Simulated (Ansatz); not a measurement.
# Hypothetical cubic perovskite MnTlBr3: response to strain

Start from MnTlBr$_{3}$ in the cubic perovskite structure (space group Pm-3m, No. 221; a = 5.3094 Å; ferromagnetic; a hypothetical phase, not in the database extracts checked).

Strains are applied to the cell and any free atomic positions relax.

Calculations: r2SCAN/PAW in Ansatz (an electronic-structure program), no spin-orbit coupling.

Notes on the quantities. energy relative to the base: free energy F.

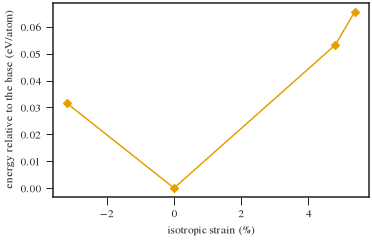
*Energy relative to the base against isotropic strain*

From the plot, what is the energy relative to the base for isotropic strain −3.18 %?

About 0.031 eV/atom.

Is the trend monotonic over the range shown?

No, it turns within the range, spanning 0 meV/atom to +66 meV/atom.

Whether these cells are dynamically stable was not tested. No Hubbard U is applied and the magnetic state is the run's own (MnTlBr3 ferromagnetic); other magnetic orders, which need larger cells, were not tried and can change the gap. Many cubic perovskites are stable only at high temperature; tilts and polar distortions were not tested.
